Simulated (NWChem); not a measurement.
# SiSe (SMILES [Si][Se]): PBE50/6-31G(d)/def2-SVP (Cartesian functions)

Aim: the energy change on altering one bond length of SiSe at PBE50/6-31G*/def2-SVP (Cartesian functions), from 2 runs. 

Program for the calculation: NWChem 7.3.0.

3 further runs of the same task are left out: 1 that didn't finish, 2 set aside as unsound or not needed.

### Step 1. The system as given

The species is SiSe (2 atoms), meant as a singlet with charge 0. SMILES: `[Si][Se]`. The shape comes from GFN2-xTB, which is rough for such elements, and wasn't checked as a minimum.

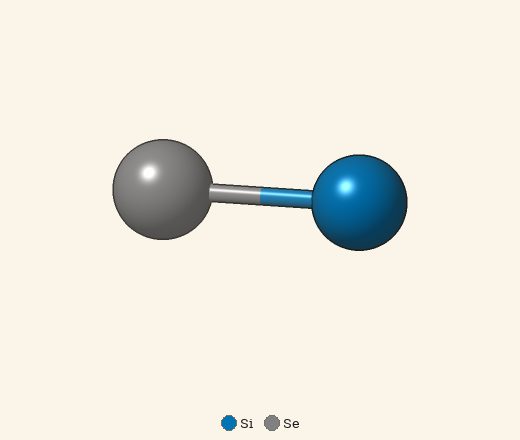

Viewed from a chosen angle; silicon blue, selenium grey.

### Step 2. The energy at PBE50/6-31G(d)/def2-SVP (Cartesian functions)

File a.nw:

```
start a
memory total 2200 mb
charge 0

geometry units angstrom noautosym nocenter noautoz
 Si       0.000000       0.000000       0.000000
 Se       0.000000       0.000000       2.124530
end

basis
 Si library 6-31G*
 Se library def2-SVP
end

dft
 xc xpbe96 0.5 cpbe96 1.0 hfexch 0.5
 grid fine
 iterations 100
 mulliken
end

task dft energy
```

Started as:

```
$ nwchem a.nw > a.out
```

Log:

```text
[...]
          Wavefunction type:  closed shell.
          No. of atoms     :     2
          No. of electrons :    48
[...]
          Charge           :     0
          Spin multiplicity:     1
[...]
          AO basis - number of functions:    54
[...]
              XC Information
              --------------
                     Hartree-Fock (Exact) Exchange  0.500
          PerdewBurkeErnzerhof Exchange Functional  0.500
            Perdew 1991 LDA Correlation Functional  1.000 local
           PerdewBurkeErnz. Correlation Functional  1.000 non-local
[...]
 d= 0,ls=0.0,diis     1  -2690.3866563629 -2.81D+03  2.60D-02  4.69D-01     0.7
[...]
 d= 0,ls=0.0,diis     7  -2690.4420416079 -1.24D-07  9.63D-06  3.84D-08     3.1
         Total DFT energy =    -2690.442041607874
      One electron energy =    -3981.575708017090
           Coulomb energy =     1280.307272247870
    Exchange-Corr. energy =     -107.735532723121
 Nuclear repulsion energy =      118.561926884467
[...]
      Total Density - Mulliken Population Analysis
     ---------------------------------------------
    Atom       Charge   Shell Charges
 -----------   ------   -------------------------------------------------------
    1 Si  14    13.66   2.00  2.00  5.96  1.27  1.28  0.60  0.48  0.07
    2 Se  34    34.34   2.00  2.00  1.91  1.06  0.47  6.00  5.98  1.90  2.49  8.28  1.91  0.34
[...]
```

It took 3.9 s on 1 thread of Intel Xeon 6975P-C (Granite Rapids), shared host; peak memory 0.11 GiB.

### Step 3. The distorted shape

File work.nw:

```
START work
TITLE "SiSe"
memory total 2200 mb

GEOMETRY units angstroms noautosym nocenter noautoz
  Si       0.000000       0.000000      -0.531132
  Se       0.000000       0.000000       2.124530
END

BASIS
  * library 6-31G* except Se
  Se library def2-SVP
END

DFT
  xc xpbe96 0.5 cpbe96 1.0 hfexch 0.5
  grid fine
  iterations 100
  mulliken
  print low
END

TASK dft
```

Started as:

```
$ nwchem work.nw > work.out
```

Log:

```text
Northwest Computational Chemistry Package (NWChem) 7.3.0
             --------------------------------------------------------

           Job information
           ---------------

    nwchem branch   = 7.3.0
    use scalapack   = T
    input           = work.nw
    prefix          = work.
    data base       = ./work.db
    status          = startup
    nproc           =        1

           Memory information
           ------------------

    heap     =     72089600 doubles =      550.0 Mbytes
    stack    =     72089597 doubles =      550.0 Mbytes
    global   =    144179200 doubles =     1100.0 Mbytes (distinct from heap & stack)
    total    =    288358397 doubles =     2200.0 Mbytes
    verify   = yes
    hardfail = no

           Directory information
           ---------------------

  0 permanent = .
  0 scratch   = .

                                NWChem Input Module
                                -------------------

                                       SiSe
                                       ----

 Scaling coordinates for geometry "geometry" by  1.889725989
 (inverse scale =  0.529177249)

                             Geometry "geometry" -> ""
                             -------------------------

 Output coordinates in angstroms (scale by  1.889725989 to convert to a.u.)

  No.       Tag          Charge          X              Y              Z
 ---- ---------------- ---------- -------------- -------------- --------------
    1 Si                  14.0000     0.00000000     0.00000000    -0.53113200
    2 Se                  34.0000     0.00000000     0.00000000     2.12453000

      Atomic Mass
      -----------

      Si                27.976930
      Se                78.918300

 Effective nuclear repulsion energy (a.u.)      94.8495593656

            Nuclear Dipole moment (a.u.)
            ----------------------------
        X                 Y               Z
 ---------------- ---------------- ----------------
     0.0000000000     0.0000000000   122.4507896409

            XYZ format geometry
            -------------------
     2
 geometry
 Si                    0.00000000     0.00000000    -0.53113200
 Se                    0.00000000     0.00000000     2.12453000

 Summary of "ao basis" -> "" (cartesian)
 ------------------------------------------------------------------------------
       Tag                 Description            Shells   Functions and Types
 ---------------- ------------------------------  ------  ---------------------
 Se                         def2-SVP                12       35   5s4p3d
 *                           6-31G*                all atoms except Se

  pbe96 is a nonlocal functional; adding pw91lda local functional.

                                 NWChem DFT Module
                                 -----------------

                                       SiSe

                      Basis "ao basis" -> "ao basis" (cartesian)
                      -----
  [basis functions not shown]

 Summary of "ao basis" -> "ao basis" (cartesian)
 ------------------------------------------------------------------------------
       Tag                 Description            Shells   Functions and Types
 ---------------- ------------------------------  ------  ---------------------
 Se                         def2-SVP                12       35   5s4p3d
 Si                          6-31G*                  8       19   4s3p1d

  Caching 1-el integrals
   Time after variat. SCF:      0.3

     ---------------------------------------------
      Total Density - Mulliken Population Analysis
     ---------------------------------------------

    Atom       Charge   Shell Charges
 -----------   ------   -------------------------------------------------------
    1 Si  14    12.61   2.00  2.00  5.97  1.25  0.39  0.70  0.28  0.02
    2 Se  34    35.39   2.00  2.00  1.94  1.05  0.50  6.00  5.98  2.14  3.28  8.27  1.90  0.33
   Time prior to 1st pass:      0.3

           Memory utilization after 1st SCF pass:
           Heap Space remaining (MW):       37.39            37388320
          Stack Space remaining (MW):       72.09            72089188

   convergence    iter        energy       DeltaE   RMS-Dens  Diis-err    time
 ---------------- ----- ----------------- --------- --------- ---------  ------
 d= 0,ls=0.0,diis     1  -2690.1595369894 -2.79D+03  6.23D-02  7.99D-01     0.7
 d= 0,ls=0.0,diis     2  -2687.7562950892  2.40D+00  5.31D-02  8.04D+00     1.2
 d= 0,ls=0.0,diis     3  -2690.3426035606 -2.59D+00  3.68D-03  2.55D-02     1.6
 d= 0,ls=0.0,diis     4  -2690.3496517348 -7.05D-03  7.80D-04  1.33D-03     2.0
 d= 0,ls=0.0,diis     5  -2690.3498424895 -1.91D-04  1.82D-04  6.02D-05     2.5
  Resetting Diis
 d= 0,ls=0.0,diis     6  -2690.3498566756 -1.42D-05  3.90D-05  4.61D-06     2.9
 d= 0,ls=0.0,diis     7  -2690.3498573893 -7.14D-07  2.70D-05  1.49D-07     3.3
 d= 0,ls=0.0,diis     8  -2690.3498571705  2.19D-07  1.69D-05  1.35D-06     3.8
 d= 0,ls=0.0,diis     9  -2690.3498574534 -2.83D-07  4.77D-06  1.81D-08     4.2

         Total DFT energy =    -2690.349857453377
      One electron energy =    -3934.024402642530
           Coulomb energy =     1256.405420211332
    Exchange-Corr. energy =     -107.580434387738
 Nuclear repulsion energy =       94.849559365558

 Numeric. integr. density =       47.999999847253

     Total iterative time =      3.9s

     ---------------------------------------------
      Total Density - Mulliken Population Analysis
     ---------------------------------------------

    Atom       Charge   Shell Charges
 -----------   ------   -------------------------------------------------------
    1 Si  14    13.60   2.00  2.00  5.96  1.39  1.04  0.57  0.65 -0.01
    2 Se  34    34.40   2.00  2.00  1.91  1.06  0.50  6.00  5.98  1.76  2.67  8.29  1.91  0.33

     -------------------------------------------
      Total Density - Lowdin Population Analysis
     -------------------------------------------

    Atom       Charge   Shell Charges
 -----------   ------   -------------------------------------------------------
    1 Si  14    13.70   2.00  1.99  5.86  0.62  1.03  0.56  0.87  0.77
    2 Se  34    34.30   2.00  1.96  0.79  0.43  0.38  5.99  5.80  1.92  2.64  8.98  2.51  0.90

 Task  times  cpu:        4.2s     wall:        4.2s
 Total times  cpu:        4.2s     wall:        4.2s
```

Run time: 4.8 s. Hardware: 1 thread of Intel Xeon 6975P-C (Granite Rapids), shared host; peak memory 0.11 GiB.

### Step 4. What came out

Level: PBE50/6-31G*/def2-SVP (Cartesian functions).

```
                                                           quantity           value
                                          first shape: total energy  -2690.44204 Eh
                                         first shape: dipole moment          1.80 D
                                           first shape: HOMO energy        -8.67 eV
                                           first shape: LUMO energy        -1.85 eV
                                         first shape: HOMO–LUMO gap         6.82 eV
                                      distorted shape: total energy  -2690.34986 Eh
energy change with the Si1–Se2 bond stretched from 2.125 to 2.656 Å        2.508 eV
```

What this shows: With the Si1–Se2 bond stretched from 2.125 to 2.656 Å the energy rises by 2.51 eV (58 kcal/mol). The first shape isn't relaxed at this level, so the change isn't measured from a minimum.
